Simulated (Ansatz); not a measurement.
# GaBPH (triplet): correlated methods under varied settings

What do other methods and options give for GaBPH (triplet) at this geometry, and how long do they take?

The runs use Ansatz 0.2.0, Gaussian basis; the settings change from run to run.

18 further runs of the same task are left out: 1 for a known fault of the program, 8 that didn't finish, 9 set aside as unsound or not needed. Runs told in other sessions of the task aren't counted.

### 1 The geometry

The geometry is a PBE0/def2-TZVP stationary point (not a proven minimum) of the parent state, kept for this charge and spin. No spin-orbit coupling is included. The filled d shell of Ga may be among the frozen orbitals whatever the setting's name suggests.

4 atoms, charge 0, spin multiplicity 3.

Atoms are counted from 1 here; the program's logs count them from 0.

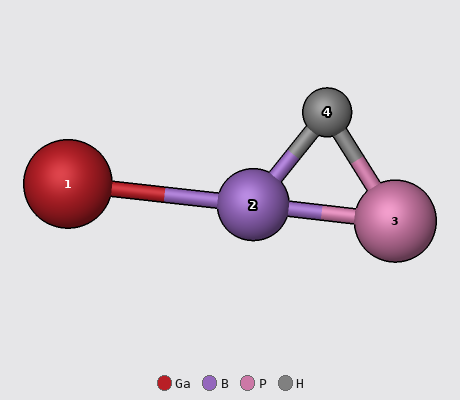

The structure; gallium red, boron purple, phosphorus pink, hydrogen grey; atoms are numbered from 1 in the order of the file.

As a file:

```xyz
4
BGaHP
Ga    0.00001   -0.27485    2.29121
B    -0.00004   -0.29720    0.06268
P     0.00002   -0.32139   -1.64682
H     0.00001    0.89344   -0.70707
```

### 2 CISD/cc-pVDZ

File in.yaml:

```yaml
crystal:
  periodic: [false, false, false]
  atoms:
    - {symbol: Ga, position_ang: [0.000011, -0.274849, 2.291206]}
    - {symbol: B, position_ang: [-0.000037, -0.297198, 0.062683]}
    - {symbol: P, position_ang: [0.000017, -0.321389, -1.646823]}
    - {symbol: H, position_ang: [0.000009, 0.893437, -0.707065]}
basis:
  gaussian: {orbitals: cc-pVDZ}
magnetization: {spin_polarized: false, initial_magnetization: 2}
correlation: {active_space: {ras: {orbitals: [5, 2, 37], electrons: 12, max_holes: 2, max_particles: 2}, fixed_orbitals: true}}
scf: {lower_state_search: off}
```

On the command line:

```
ansatz run in.yaml --threads 1 --pin off --events-out ev --progress --plain --max-ram 2393MiB
```

The log of the run:

```text
Functional definition: HF
  name "HF"
  cite "Fock, Z. Phys. 61, 126 (1930) doi:10.1007/BF01340294"
  parent pbe
  exchange = exact_x
  correlation = 0
these checks for a lower state are left out or cut short: stability, starts, cluster_reference, orbital_swaps, neighbouring_geometries, increment
692 factors; integrals over basis functions are off by at most 1.3e-3 eV
mean field evaluation 1: about -62287.0934 eV, gradient 1.2e1 eV
mean field evaluation 2: about -62287.1315 eV, gradient 1.2e1 eV
mean field evaluation 4: about -62288.9552 eV, gradient 3.1e0 eV
mean field evaluation 8: about -62289.4127 eV, gradient 1.4e0 eV
mean field evaluation 16: about -62289.5880 eV, gradient 2.5e-6 eV
mean field -62289.58801459 eV, -2289.1001381371 hartree, gradient 6.8e-6 eV, S^2 2.000000; 0 other end points of the search recorded, 0 dependent functions left out
reference -62289.58801459 eV, -2289.1001381371 hartree; 27, 25 occupied and 37, 39 virtual orbitals, 692 factors
state -62295.93710762 eV, -2289.3334630024 hartree
Total energy: -62295.93710762 eV, -2289.3334630024 hartree
Checks for a lower state left out: stability, starts, cluster_reference, orbital_swaps, neighbouring_geometries, increment
```

It took 5.5 s on 1 thread of Arm Neoverse V1, shared host.

From the report: 300,156 determinants.

### 3 HF (ROHF)/cc-pVDZ

Changes to in.yaml since step 2:

```diff
@@ -10,3 +10,4 @@
 magnetization: {spin_polarized: false, initial_magnetization: 2}
-correlation: {active_space: {ras: {orbitals: [5, 2, 37], electrons: 12, max_holes: 2, max_particles: 2}, fixed_orbitals: true}}
-scf: {lower_state_search: off}
+hamiltonian: {xc: hf, pseudopotentials: {relativity: scalar}}
+scf: {lower_state_search: full}
+output: {orbitals: {seedname: orbitals}}
```

Same command.

The log of the run, shortened:

```text
Functional definition: HF
  name "HF"
  cite "Fock, Z. Phys. 61, 126 (1930) doi:10.1007/BF01340294"
  parent pbe
[...]
693 factors; integrals over basis functions are off by at most 1.3e-3 eV
[...]
mean field -62718.74238220 eV, -2304.8712702555 hartree, gradient 4.9e-6 eV, S^2 2.000000; 12 other end points of the search recorded, 0 dependent functions left out
reference -62718.74238220 eV, -2304.8712702555 hartree; 27, 25 occupied and 37, 39 virtual orbitals, 693 factors
Total energy: -62718.74238220 eV, -2304.8712702555 hartree
Relativity: scalar
```

It took 10 s on 1 thread of Arm Neoverse V1, shared host.

### 4 HF (ROHF)/cc-pVDZ

Changes to in.yaml since step 3:

```diff
@@ -10,4 +10,3 @@
 magnetization: {spin_polarized: false, initial_magnetization: 2}
-hamiltonian: {xc: hf, pseudopotentials: {relativity: scalar}}
-scf: {lower_state_search: full}
-output: {orbitals: {seedname: orbitals}}
+hamiltonian: {xc: hf}
+output: {forces: true, orbitals: {seedname: orbitals}}
```

Launched as before.

The log of the run, shortened:

```text
Functional definition: HF
  name "HF"
  cite "Fock, Z. Phys. 61, 126 (1930) doi:10.1007/BF01340294"
  parent pbe
[...]
692 factors; integrals over basis functions are off by at most 1.3e-3 eV
[...]
mean field -62289.58801459 eV, -2289.1001381371 hartree, gradient 2.6e-7 eV, S^2 2.000000; 4 other end points of the search recorded, 0 dependent functions left out
[...]
reference -62289.58801459 eV, -2289.1001381371 hartree; 27, 25 occupied and 37, 39 virtual orbitals, 692 factors
Total energy: -62289.58801459 eV, -2289.1001381371 hartree
Atom 0 at     0.000011    -0.274849     2.291206 Å, force    -0.000060     0.012575    -1.399803 eV/Å
Atom 1 at    -0.000037    -0.297198     0.062683 Å, force     0.000094    -0.483479     1.266981 eV/Å
Atom 2 at     0.000017    -0.321389    -1.646823 Å, force    -0.000053     0.076689     0.439060 eV/Å
Atom 3 at     0.000009     0.893437    -0.707065 Å, force     0.000019     0.394215    -0.306238 eV/Å
Dipole moment:     0.000004     0.042970     0.333155 e Å
```

It took 6 s on 1 thread of Arm Neoverse V1, shared host.

### 5 BCCD on ROHF/cc-pVDZ

Changes to in.yaml since step 4:

```diff
@@ -10,3 +10,4 @@
 magnetization: {spin_polarized: false, initial_magnetization: 2}
-hamiltonian: {xc: hf}
-output: {forces: true, orbitals: {seedname: orbitals}}
+correlation: {method: bccd, electrons: outside_noble_gas}
+accuracy: high
+output: {forces: true}
```

The command is unchanged.

The log of the run, shortened:

```text
Functional definition: HF
  name "HF"
  cite "Fock, Z. Phys. 61, 126 (1930) doi:10.1007/BF01340294"
  parent pbe
[...]
1333 factors; integrals over basis functions are off by at most 4.4e-9 eV
[...]
mean field -62289.58805738 eV, -2289.1001397096 hartree, gradient 3.3e-8 eV, S^2 2.000000; 10 other end points of the search recorded, 0 dependent functions left out
[...]
determinant -62289.58805738 eV, -2289.1001397096 hartree, with singles and doubles -62296.71539513 eV, -2289.3620645406 hartree
determinant -62289.52993520 eV, -2289.0980037588 hartree, with singles and doubles -62296.58597529 eV, -2289.3573084495 hartree
determinant -62288.46685732 eV, -2289.0589363672 hartree, with singles and doubles -62295.40828668 eV, -2289.3140291911 hartree
determinant -62288.21344923 eV, -2289.0496237919 hartree, with singles and doubles -62295.32809124 eV, -2289.3110820632 hartree
[...]
20 core orbitals not correlated: weight in the atoms' cores, before any rotation towards them, 1.000 or more for the frozen orbitals, at most 0.000 for the correlated occupied ones
reference -62289.58805738 eV, -2289.1001397096 hartree; 7, 5 occupied and 37, 39 virtual orbitals, 1333 factors
second order -6.19843065 eV of doubles, -0.03882561 eV of singles
cycle   1  -7.11932145 eV  change    1.1e-2 eV  update   2.0e-2
[...]
cycle  36  -7.11788026 eV  change   1.6e-10 eV  update  5.4e-10
[...]
Total energy: -62296.70593764 eV, -2289.3617169844 hartree
Atom 0 at     0.000011    -0.274849     2.291206 Å, force    -0.000042     0.022365    -1.062988 eV/Å
Atom 1 at    -0.000037    -0.297198     0.062683 Å, force     0.000025    -0.418522     2.105565 eV/Å
Atom 2 at     0.000017    -0.321389    -1.646823 Å, force    -0.000001     0.043402    -0.797809 eV/Å
Atom 3 at     0.000009     0.893437    -0.707065 Å, force     0.000017     0.352754    -0.244768 eV/Å
Dipole moment:     0.000007     0.060118     0.209090 e Å
```

Wall time 61 s (1 thread of Arm Neoverse V1, shared host); peak memory 0.45 GiB.

From the report: correlation -7.1179 eV; largest double amplitude 0.08.

### 6 CCSD(T) on UHF/cc-pVDZ

Changes to in.yaml since step 5:

```diff
@@ -9,5 +9,4 @@
   gaussian: {orbitals: cc-pVDZ}
-magnetization: {spin_polarized: false, initial_magnetization: 2}
-correlation: {method: bccd, electrons: outside_noble_gas}
-accuracy: high
-output: {forces: true}
+magnetization: {spin_polarized: true, initial_magnetization: 2}
+correlation: {method: ccsd_t, electrons: outside_noble_gas}
+scf: {lower_state_search: off}
```

The command is unchanged.

The log of the run, shortened:

```text
Functional definition: HF
  name "HF"
  cite "Fock, Z. Phys. 61, 126 (1930) doi:10.1007/BF01340294"
  parent pbe
[...]
692 factors; integrals over basis functions are off by at most 1.3e-3 eV
[...]
mean field -62289.71600004 eV, -2289.1048415156 hartree, gradient 6.8e-6 eV, S^2 2.135784; 0 other end points of the search recorded, 0 dependent functions left out
20 core orbitals not correlated: weight in the atoms' cores, before any rotation towards them, 0.999 or more for the frozen orbitals, at most 0.000 for the correlated occupied ones
reference -62289.71600004 eV, -2289.1048415156 hartree; 7, 5 occupied and 37, 39 virtual orbitals, 692 factors
second order -6.03297891 eV of doubles, -0.00000000 eV of singles
cycle   1  -6.53587215 eV  change   -5.0e-1 eV  update   1.0e-1
[...]
cycle  14  -7.02276921 eV  change    1.0e-5 eV  update   6.8e-6
perturbative correction -0.38701954 eV, -0.0142227059 hartree
Total energy: -62297.12578879 eV, -2289.3771462297 hartree
Checks for a lower state left out: stability, starts, cluster_reference, orbital_swaps, neighbouring_geometries, increment
```

Run time: 2.6 s. Hardware: 1 thread of Arm Neoverse V1, shared host.

From the report: ⟨S²⟩ of the determinant 2.136 (pure triplet: 2.00); correlation -7.4098 eV; T1 0.048; largest double amplitude 0.08.

### 7 CCSD on UHF/cc-pVDZ

Changes to in.yaml since step 6:

```diff
@@ -10,3 +10,4 @@
 magnetization: {spin_polarized: true, initial_magnetization: 2}
-correlation: {method: ccsd_t, electrons: outside_noble_gas}
-scf: {lower_state_search: off}
+hamiltonian: {pseudopotentials: {relativity: scalar}}
+correlation: {method: ccsd, electrons: valence}
+accuracy: high
```

Same command.

The log of the run, shortened:

```text
Functional definition: HF
  name "HF"
  cite "Fock, Z. Phys. 61, 126 (1930) doi:10.1007/BF01340294"
  parent pbe
[...]
1331 factors; integrals over basis functions are off by at most 4.4e-9 eV
[...]
mean field -62718.88493453 eV, -2304.8765089568 hartree, gradient 2.0e-8 eV, S^2 2.147077; 20 other end points of the search recorded, 0 dependent functions left out
determinant -62718.88493453 eV, -2304.8765089568 hartree, with singles and doubles -62726.40951391 eV, -2305.1530321489 hartree
determinant -62718.79708788 eV, -2304.8732806520 hartree, with singles and doubles -62726.27723686 eV, -2305.1481710569 hartree
determinant -62717.88133236 eV, -2304.8396272573 hartree, with singles and doubles -62725.13651627 eV, -2305.1062503484 hartree
determinant -62717.64661684 eV, -2304.8310016212 hartree, with singles and doubles -62725.06043700 eV, -2305.1034544867 hartree
[...]
determinant -62715.46930148 eV, -2304.7509867576 hartree, with singles and doubles -62722.17676245 eV, -2304.9974814018 hartree
determinant -62715.40712997 eV, -2304.7487019967 hartree, with singles and doubles -62723.21307981 eV, -2305.0355653621 hartree
determinant -62718.88493453 eV, -2304.8765089568 hartree, with singles and doubles -62726.41247429 eV, -2305.1531409406 hartree
determinant -62718.79708788 eV, -2304.8732806520 hartree, with singles and doubles -62726.27976035 eV, -2305.1482637935 hartree
15 core orbitals not correlated: weight in the atoms' cores, before any rotation towards them, 1.000 or more for the frozen orbitals, at most 0.000 for the correlated occupied ones
reference -62718.88493453 eV, -2304.8765089568 hartree; 12, 10 occupied and 37, 39 virtual orbitals, 1331 factors
second order -6.50906991 eV of doubles, -0.00000000 eV of singles
cycle   1  -7.52754215 eV  change   -2.4e-6 eV  update   4.0e-6
[...]
cycle  19  -7.52753888 eV  change   4.7e-10 eV  update   1.7e-9
Total energy: -62726.41247341 eV, -2305.1531409084 hartree
Relativity: scalar
```

Run time: 83 s. Hardware: 1 thread of Arm Neoverse V1, shared host; peak memory 0.32 GiB.

From the report: ⟨S²⟩ of the determinant 2.147 (pure triplet: 2.00); correlation -7.5275 eV; T1 0.036; largest double amplitude 0.08.

### 8 The runs in one table

Where basis and cores are those of an earlier UCCSDT(Q)/cc-pVDZ run (-62297.2181 eV), and the records show the same count of frozen orbitals and kind of state, the miss against it is given; a blank cell means that this couldn't be shown.

| level | correlated | functions | energy (eV) | from UCCSDT(Q) (meV) | time |
| --- | --- | --- | --- | --- | --- |
| CISD/cc-pVDZ | outside noble gas | 64 | -62295.9371 | 1281.0 | 5.5 s |
| HF (ROHF)/cc-pVDZ (relativity set) |  | 64 | -62718.7424 |  | 10 s |
| HF (ROHF)/cc-pVDZ |  | 64 | -62289.5880 | 7630.1 | 6 s |
| BCCD on ROHF/cc-pVDZ | outside noble gas | 64 | -62296.7059 | 512.2 | 61 s |
| CCSD(T) on UHF/cc-pVDZ | outside noble gas | 64 | -62297.1258 | 92.3 | 2.6 s |
| CCSD on UHF/cc-pVDZ (relativity set) | valence | 64 | -62726.4125 |  | 83 s |

### 9 What came out

| quantity | value |
| --- | --- |
| runs | 6 |
| quickest | CCSD(T) on UHF/cc-pVDZ, 2.6 s |
| slowest | CCSD on UHF/cc-pVDZ (relativity set), 83 s |

Total energies in different bases, with other cores or another treatment of relativity can't be set against each other. «valence» and «outside noble gas» are the program's key words; the logs give how many orbitals each freezes, and for Ga to Kr the 3d shell needn't follow the word's plain sense. CCSD on UHF/cc-pVDZ (relativity set) took 32 times as long as CCSD(T) on UHF/cc-pVDZ; the jobs differ in more than the method. Among the correlated runs with a miss given, it spans +92 to +1281 meV. Hartree-Fock, CASSCF and CASCI lack dynamic correlation by design.
